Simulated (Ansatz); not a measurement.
**H5NO2Si (built from SMILES N[SiH](O)O): a reaction path by the nudged elastic band**

What path joins these two structures, and how high does it climb? Both ends were relaxed at PBE0-D4 in triple zeta.

Computed with Ansatz 0.2.0, Gaussian basis. Level: PBE0-D4/def2-SVP.

16 further runs of the same task are left out: 16 set aside as unsound or not needed.

## (1) Starting geometry

The first end: 9 atoms, charge 0, spin multiplicity 1.

Atoms are counted from 1 here; the program's logs count them from 0.

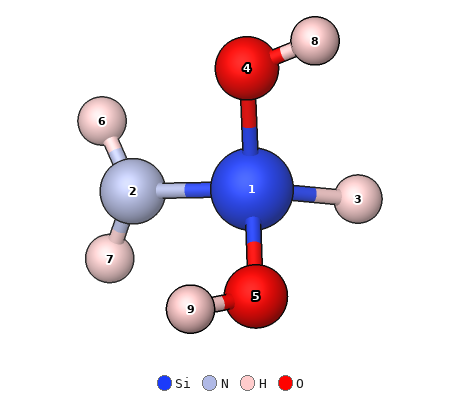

Start geometry, drawn with silicon blue, nitrogen light blue, hydrogen pink, oxygen red; atoms are numbered from 1 in the order of the file.

As a file:

```
Si   -0.3840   -0.1314    0.0673
N     1.2307   -0.5532   -0.2607
H    -1.3449   -1.2307    0.3252
O    -0.2563    0.8064    1.4095
O    -1.0381    0.6086   -1.2409
H     1.8861   -0.6833    0.4914
H     1.4827   -1.0781   -1.0806
H    -1.0586    0.9443    1.9138
H    -0.5176    1.3175   -1.6250
```

The second end:

```csv
atom,x (Å),y (Å),z (Å)
Si1,-1.1688,0.0239,-0.0097
N2,0.6414,-1.0617,-0.1124
H3,0.6528,-1.8932,0.4677
O4,-0.4304,1.0292,1.1535
O5,-0.7283,0.8751,-1.3917
H6,1.3672,-0.4262,0.2088
H7,0.8272,-1.3233,-1.0748
H8,-0.9284,1.0962,1.9691
H9,-0.2326,1.6800,-1.2106
```

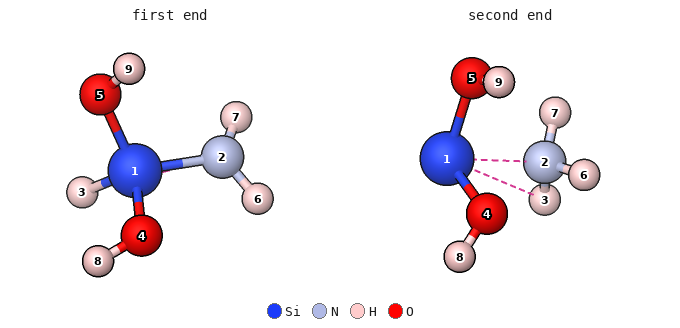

The two ends; dashed lines mark the contacts followed along the path.

## (2) The band at PBE0-D4/def2-SVP

Contents of neb/in.yaml:

```yaml
crystal:
  periodic: [false, false, false]
  atoms:
    - {symbol: Si, position_ang: [-0.384029, -0.131436, 0.067337]}
    - {symbol: N, position_ang: [1.230658, -0.553231, -0.260742]}
    - {symbol: H, position_ang: [-1.344937, -1.230658, 0.325235]}
    - {symbol: O, position_ang: [-0.256258, 0.806428, 1.409500]}
    - {symbol: O, position_ang: [-1.038116, 0.608614, -1.240897]}
    - {symbol: H, position_ang: [1.886140, -0.683345, 0.491422]}
    - {symbol: H, position_ang: [1.482728, -1.078066, -1.080606]}
    - {symbol: H, position_ang: [-1.058582, 0.944344, 1.913824]}
    - {symbol: H, position_ang: [-0.517603, 1.317450, -1.624972]}
basis:
  gaussian: {orbitals: def2-SVP}
hamiltonian: {xc: pbe0, dispersion: d4}
neb:
  images: 5
  climbing: true
  max_iterations: 40
  initial_path: idpp
  final_atoms:
    - {symbol: Si, position_ang: [-1.168759, 0.023879, -0.009666]}
    - {symbol: N, position_ang: [0.641353, -1.061695, -0.112360]}
    - {symbol: H, position_ang: [0.652757, -1.893173, 0.467729]}
    - {symbol: O, position_ang: [-0.430418, 1.029178, 1.153547]}
    - {symbol: O, position_ang: [-0.728270, 0.875142, -1.391699]}
    - {symbol: H, position_ang: [1.367194, -0.426222, 0.208772]}
    - {symbol: H, position_ang: [0.827214, -1.323259, -1.074770]}
    - {symbol: H, position_ang: [-0.928435, 1.096222, 1.969099]}
    - {symbol: H, position_ang: [-0.232636, 1.680028, -1.210552]}
```

Run with:

```
> ansatz run in.yaml --threads 4 --pin off --events-out ev --progress --plain --max-ram 9574MiB
```

Log:

```text
Functional definition: PBE0
  name "PBE0"
  cite "Adamo & Barone, J. Chem. Phys. 110, 6158 (1999) doi:10.1063/1.478522"
  cite "Perdew, Burke & Ernzerhof, Phys. Rev. Lett. 77, 3865 (1996) doi:10.1103/PhysRevLett.77.3865"
  parent pbe
  parameter a = 0.25
  parameter kappa = 0.804
  parameter beta = 0.06672455060314922
  exchange = (1 - a)*pbe_x(kappa = kappa, mu = beta*pi^2/3) + a*exact_x
  correlation = pbe_c(beta = beta)
879 factors; integrals over basis functions are off by at most 4.0e-4 eV
mean field evaluation 1: about -13519.8737 eV, gradient 7.6e1 eV
mean field evaluation 2: about -13511.2126 eV, gradient 1.0e2 eV
mean field evaluation 4: about -13530.0442 eV, gradient 2.8e0 eV
mean field evaluation 8: about -13530.0679 eV, gradient 7.8e-2 eV
mean field -13530.06786581 eV, -497.2208230590 hartree, gradient 2.5e-5 eV, S^2 0.000000; 0 other end points of the search recorded, 0 dependent functions left out
the calculation of the forces begins
reference -13530.06788912 eV, -497.2208239157 hartree; 21, 21 occupied and 64, 64 virtual orbitals, 879 factors
[... from here to the last solve, the lines of the solves are left out (94 solves) ...]
WARN: NEB end point (image 0): max|allowed force component| = 4.969e-1 eV/Å (the criterion of neb.relax_end_points is 1.000e-2). That is over neb.f_tol: it is no minimum, so the barrier can be far off. Relax it first
WARN: NEB end point (image 6): max|allowed force component| = 6.400e-1 eV/Å (the criterion of neb.relax_end_points is 1.000e-2). That is over neb.f_tol: it is no minimum, so the barrier can be far off. Relax it first
NEB iter   1: max|band force component| = 6.057e0 eV/Å  barrier→ = 4.1141 eV  barrier← = 2.6959 eV  Δτ_max = 0.2000 Å  (177 SCF iters)
NEB iter   2: max|band force component| = 2.810e0 eV/Å  barrier→ = 3.1436 eV  barrier← = 1.7255 eV  Δτ_max = 0.2000 Å  (144 SCF iters)
NEB iter   3: max|band force component| = 3.903e0 eV/Å  barrier→ = 3.1561 eV  barrier← = 1.7379 eV  Δτ_max = 0.0981 Å  (141 SCF iters)
NEB iter   4: max|band force component| = 8.763e-1 eV/Å  barrier→ = 2.9726 eV  barrier← = 1.5545 eV  Δτ_max = 0.0480 Å  (130 SCF iters)
NEB iter   5: max|band force component| = 1.395e0 eV/Å  barrier→ = 3.0052 eV  barrier← = 1.5870 eV  CI = image 3  Δτ_max = 0.0840 Å  (122 SCF iters)
NEB iter   6: max|band force component| = 5.821e-1 eV/Å  barrier→ = 3.1364 eV  barrier← = 1.7183 eV  CI = image 3  Δτ_max = 0.0604 Å  (131 SCF iters)
NEB iter   7: max|band force component| = 1.357e-1 eV/Å  barrier→ = 3.1295 eV  barrier← = 1.7114 eV  CI = image 3  Δτ_max = 0.0244 Å  (124 SCF iters)
NEB iter   8: max|band force component| = 5.913e-2 eV/Å  barrier→ = 3.1279 eV  barrier← = 1.7098 eV  CI = image 3  Δτ_max = 0.0644 Å  (123 SCF iters)
NEB iter   9: max|band force component| = 6.662e-2 eV/Å  barrier→ = 3.1249 eV  barrier← = 1.7068 eV  CI = image 3  Δτ_max = 0.0322 Å  (123 SCF iters)
NEB iter  10: max|band force component| = 5.121e-2 eV/Å  barrier→ = 3.1239 eV  barrier← = 1.7058 eV  CI = image 3  Δτ_max = 0.0322 Å  (124 SCF iters)
879 factors; integrals over basis functions are off by at most 1.1e-3 eV
mean field evaluation 704: about -13527.8041 eV, gradient 1.5e1 eV
mean field -13528.58851967 eV, -497.1664580912 hartree, gradient 7.9e-7 eV, S^2 0.000000; 0 other end points of the search recorded, 0 dependent functions left out
the calculation of the forces begins
reference -13528.58854554 eV, -497.1664590420 hartree; 21, 21 occupied and 64, 64 virtual orbitals, 879 factors
NEB iter  11: max|band force component| = 2.325e-2 eV/Å  barrier→ = 3.1234 eV  barrier← = 1.7053 eV  CI = image 3  CI's point: of a kind that is not told: the force calls were inconclusive, a negative curvature could not be distinguished from the path's own, the only one lies far off the path, or fixed occupations may fill a level only in part  Δτ_max = 0.0000 Å  (958 SCF iters)
Total energy: -13527.07319005 eV, -497.1107707549 hartree
Atom 0 at    -0.734984     0.171375    -0.033082 Å, force     0.003417    -0.003383    -0.001967 eV/Å
Atom 1 at     0.593958    -1.163048    -0.062956 Å, force    -0.003403    -0.003246    -0.021346 eV/Å
Atom 2 at    -0.772447    -1.433285     0.169249 Å, force     0.002182    -0.000377     0.003320 eV/Å
Atom 3 at    -0.104314     1.059625     1.249548 Å, force    -0.002517     0.002216     0.006466 eV/Å
Atom 4 at    -0.567839     1.064627    -1.434648 Å, force     0.000672     0.002867     0.002348 eV/Å
Atom 5 at     1.332067    -1.241479     0.640605 Å, force    -0.008200     0.003853     0.006894 eV/Å
Atom 6 at     0.860853    -1.578077    -0.955144 Å, force     0.007112    -0.002531     0.003905 eV/Å
Atom 7 at    -0.772949     1.426749     1.835584 Å, force     0.003237     0.003451     0.003222 eV/Å
Atom 8 at     0.165656     1.693613    -1.409054 Å, force    -0.002500    -0.002851    -0.002843 eV/Å
Dipole moment:     0.391662    -0.093805     0.171290 e Å
```

Wall time 86 s (4 threads of Intel Xeon at 2.70GHz, shared host).

The last band:

```csv
image,path (Å),energy (kJ/mol),N2–H3 (Å),Si1–N2 (Å),Si1–H3 (Å)
0,0.00,0.0,2.73,1.70,1.48
1,0.56,16.8,2.52,1.71,1.48
2,1.11,151.0,1.99,1.72,1.49
3,1.67,301.4,1.41,1.88,1.62
4,2.26,175.9,1.03,2.10,2.13
5,2.84,138.4,1.02,2.15,2.63
6,3.43,136.8,1.01,2.11,2.69
```

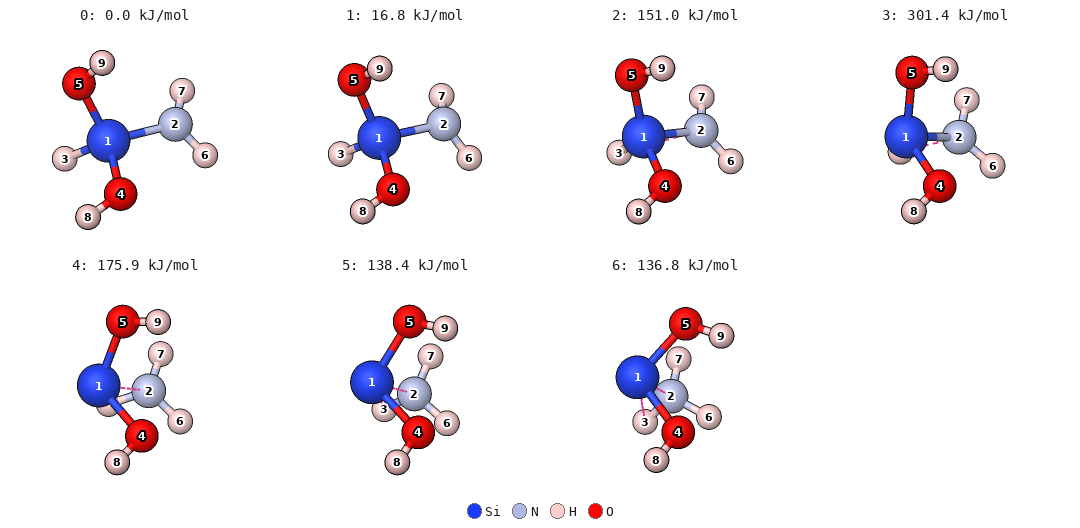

The images of the last band.

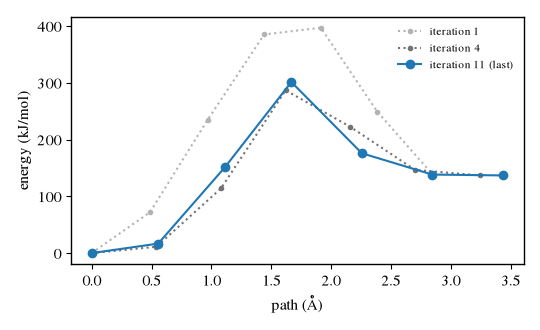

Energy along the path.

The highest image, 3:

```xyz
9
H5NO2Si
Si   -0.73498    0.17137   -0.03308
N     0.59396   -1.16305   -0.06296
H    -0.77245   -1.43328    0.16925
O    -0.10431    1.05963    1.24955
O    -0.56784    1.06463   -1.43465
H     1.33207   -1.24148    0.64060
H     0.86085   -1.57808   -0.95514
H    -0.77295    1.42675    1.83558
H     0.16566    1.69361   -1.40905
```

## (3) What came out

```
                                                                       quantity                                                   value
                                                PBE0-D4/def2-SVP, 11 iterations  highest 301.4 kJ/mol (image 3), last end +136.8 kJ/mol
from earlier runs: barrier over the separately found saddle, CCSD(T)/def2-TZVPP                                            330.8 kJ/mol
```

In words: The highest image lies 301.4 kJ/mol above the first end, and it climbed, so it estimates the saddle. The ends are not quite minima at this level (largest force component 0.64 eV/Å), so the heights are unreliable: relaxing the first end would lower it and raise the barrier above it. The highest image is 29.5 kJ/mol below the CCSD(T) barrier in triple zeta, which comes from separate runs on the saddle.
